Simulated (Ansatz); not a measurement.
**RPA@PBE0/def2-SVP run of C2H6BFO (SMILES COB(C)F)**

What is the energy change on altering one bond length of C2H6BFO at RPA@PBE0/def2-SVP? 

The results are computed with Ansatz 0.2.0.

112 further runs of the same task are left out: 112 set aside as unsound or not needed.

## (1) The structure to begin with

The species is C2H6BFO (11 atoms), meant as a singlet with charge 0. SMILES: `COB(C)F`. The shape is that of a PBE0-D4/def2-TZVP optimisation. This is one conformer, not always the lowest.

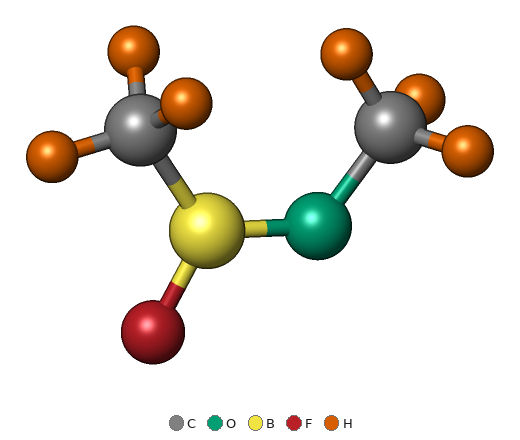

The structure, seen from a chosen angle (carbon grey, oxygen teal, boron yellow, fluorine red, hydrogen orange).

## (2) A single-point energy at RPA@PBE0/def2-SVP

input.yaml

```yaml
basis:
  gaussian: {orbitals: def2-SVP}
crystal:
  periodic: [false, false, false]
  atoms:
    - symbol: C
      position_ang: [-1.364400, 0.711100, 0.538500]
    - symbol: O
      position_ang: [-0.241000, 1.227800, -0.135300]
    - symbol: B
      position_ang: [0.818600, 0.482700, -0.508900]
    - symbol: C
      position_ang: [0.993200, -1.057900, -0.270600]
    - symbol: F
      position_ang: [1.779200, 1.165200, -1.136000]
    - symbol: H
      position_ang: [-1.458500, 1.207100, 1.506900]
    - symbol: H
      position_ang: [-2.259100, 0.924300, -0.050000]
    - symbol: H
      position_ang: [-1.294000, -0.367700, 0.698100]
    - symbol: H
      position_ang: [0.947600, -1.307000, 0.794000]
    - symbol: H
      position_ang: [1.947400, -1.412800, -0.660100]
    - symbol: H
      position_ang: [0.196300, -1.629800, -0.756000]
total_charge: 0
hamiltonian: {xc: pbe0}
correlation: {method: rpa, frozen_orbitals: {B: 1, C: 1, F: 1, H: 0, O: 1}}
accuracy: high
```

Launch:

```
$ ansatz run input.yaml --threads 1 --pin off --max-ram 3480MiB --events-out events.jsonl --progress --plain --runs-dir runs
```

What it wrote:

```text
Warning: RAYON_NUM_THREADS=1 ignored (pool sized by the plan → 1); use --threads N
Functional definition: PBE0
  name "PBE0"
  parameter a = 0.25
  parameter kappa = 0.804
  parameter beta = 0.06672455060314922
  exchange = (1 - a)*pbe_x(kappa = kappa, mu = beta*pi^2/3) + a*exact_x
  correlation = pbe_c(beta = beta)
2429 factors; integrals over basis functions are off by at most 8.1e-9 eV
mean field evaluation 1: about -7594.5542 eV, gradient 5.5e1 eV
mean field evaluation 2: about -7594.8339 eV, gradient 5.5e1 eV
mean field evaluation 4: about -7600.9420 eV, gradient 9.3e0 eV
mean field evaluation 8: about -7601.1053 eV, gradient 4.7e-1 eV
mean field evaluation 16: about -7601.1057 eV, gradient 6.6e-5 eV
mean field -7601.10570471 eV, -279.3354824336 hartree, gradient 2.4e-8 eV, S^2 0.000000; 0 other end points of the search recorded, 0 dependent functions left out
5 core orbitals not correlated: weight in the atoms' cores, before any rotation towards them, 1.000 or more for the frozen orbitals, at most 0.000 for the correlated occupied ones
reference -7567.48434812 eV, -278.0999203682 hartree; 15, 15 occupied and 80, 80 virtual orbitals, 2429 factors
Total energy: -7596.38746861 eV, -279.1620904551 hartree
```

It took 5.7 s on 1 thread of AMD EPYC 9R45 (Zen 5), shared host; peak memory 0.43 GiB.

## (3) The distorted shape at the same level

run.yaml

```yaml
crystal:
  periodic: [false, false, false]
  atoms:
    - {symbol: C, position_ang: [-2.212106, 1.307199, 0.837389]}
    - {symbol: O, position_ang: [-1.088706, 1.823899, 0.163589]}
    - {symbol: B, position_ang: [0.818600, 0.482700, -0.508900]}
    - {symbol: C, position_ang: [0.993200, -1.057900, -0.270600]}
    - {symbol: F, position_ang: [1.779200, 1.165200, -1.136000]}
    - {symbol: H, position_ang: [-2.306206, 1.803199, 1.805789]}
    - {symbol: H, position_ang: [-3.106806, 1.520399, 0.248889]}
    - {symbol: H, position_ang: [-2.141706, 0.228399, 0.996989]}
    - {symbol: H, position_ang: [0.947600, -1.307000, 0.794000]}
    - {symbol: H, position_ang: [1.947400, -1.412800, -0.660100]}
    - {symbol: H, position_ang: [0.196300, -1.629800, -0.756000]}
basis:
  gaussian:
    orbitals: def2-SVP
correlation:
  method: rpa
  frozen_orbitals: {B: 1, C: 1, F: 1, H: 0, O: 1}
accuracy: high
hamiltonian:
  xc: {name: PBE0}
```

Launch:

```
$ ansatz run run.yaml --threads 1 --pin off --max-ram 3480MiB --events-out events.jsonl --progress --plain --runs-dir runs
```

What it wrote, shortened:

```text
Warning: RAYON_NUM_THREADS=1 ignored (pool sized by the plan → 1); use --threads N
[... 2 set-up lines as earlier in the session ...]
[...]
2383 factors; integrals over basis functions are off by at most 1.0e-8 eV
[...]
mean field -7595.90525194 eV, -279.1443693194 hartree, gradient 1.0e-8 eV, S^2 0.000000; 1 other end points of the search recorded, 0 dependent functions left out; unrestricted orbitals would lower it
unrestricted determinant -7563.14964114 eV, -277.9406228250 hartree, S^2 0.8067
5 core orbitals not correlated: weight in the atoms' cores, before any rotation towards them, 1.000 or more for the frozen orbitals, at most 0.000 for the correlated occupied ones
reference -7561.33945503 eV, -277.8740997123 hartree; 15, 15 occupied and 80, 80 virtual orbitals, 2383 factors
Total energy: -7591.28633880 eV, -278.9746273922 hartree
```

It took 7.5 s on 1 thread of AMD EPYC 9R45 (Zen 5), shared host; peak memory 0.45 GiB.

## (4) What came out

Level: RPA@PBE0/def2-SVP, 5 core orbitals frozen.

```
                                                         quantity          value
                                        first shape: total energy  -279.16209 Eh
                    first shape: RPA correlation energy (valence)    -1062.2 mEh
                                    distorted shape: total energy  -278.97463 Eh
                distorted shape: RPA correlation energy (valence)    -1100.5 mEh
energy change with the O2–B3 bond stretched from 1.348 to 2.427 Å       5.101 eV
```

What this shows: With the O2–B3 bond stretched from 1.348 to 2.427 Å the energy rises by 5.10 eV (492 kJ/mol). The first shape isn't relaxed at this level, so the change isn't measured from a minimum. The restricted solution (distorted shape) is unstable to spin breaking: an unrestricted one lies lower.
